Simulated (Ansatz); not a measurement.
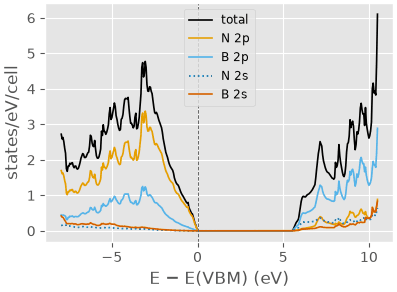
Fig. 1. Total and projected density of states of BN in space group P6_3mc (No. 186; B on 2a, B on 2b, N on 2a, N on 2b), PBE in the plane-wave PAW code Ansatz

Question: Which orbitals carry the states next to the gap?

Answer: Top 1 eV of the valence band: N 2p 84 %, B 2p 14 %. Bottom 1 eV of the conduction band: B 2p 52 %, N 2s 25 %, N 2p 8 %, outside the projected shells 10 %. Projections are on Löwdin-orthogonalised atomic valence shells; empty p or d shells of many metals are not among them.

Question: Where is the tallest occupied peak in this window, and what makes it?

Answer: Near -3.0 eV, about 4.8 states/eV per cell; the largest projected share is N 2p.

The cell is a constructed one: a structure type filled with these elements. Its sites differ from those of the usual phase in this space group: another stacking or structure type. The PBE relaxation kept the symmetry of its start; phonons on a q-mesh show no instability.

Potentials: the later of the program's two PAW sets.
